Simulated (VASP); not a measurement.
Band structure of Zn (hcp). Level of theory: r2SCAN meta-GGA, VASP's PBE PAW potentials (set 64) (plane waves; VASP).

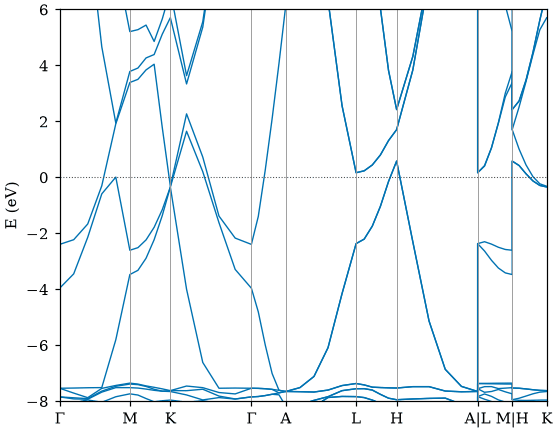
Figure: Bands along high-symmetry lines, zero at the valence-band maximum or, without a gap, the Fermi level

Q: Read the plot: is there a gap, and where are the band edges?

A: It has no gap at this level: it comes out as a metal or semimetal.

The compound is Zn in the hcp structure. It was relaxed first, which changed the volume by -7 %.
